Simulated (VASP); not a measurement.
Band structure of FeSi (B20). These are r2SCAN meta-GGA, VASP's PBE PAW potentials (set 64) (plane waves; VASP) values and carry that method's errors.

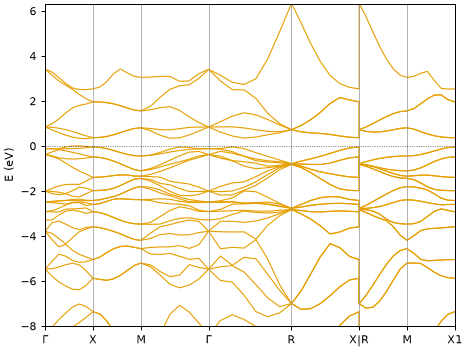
Fig. 1. Bands along high-symmetry lines, zero at the valence-band maximum or, without a gap, the Fermi level

Task: Read the plot: is there a gap, and where are the band edges?

Result: The gap is indirect, 0.32 eV, from the valence maximum at (0.33, 0.00, 0.00) to the conduction minimum at (0.33, 0.17, 0.00).

Measured: gap 0.05 eV (computed value off by +0.27 eV), as given by Jan M Tomczak, Journal of Physics Condensed Matter (2018), arXiv:1802.07220.

The compound is FeSi in the B20 structure. It was relaxed first, which changed the volume by -6 %. The run is not spin-polarised, so no magnetic state was tried.
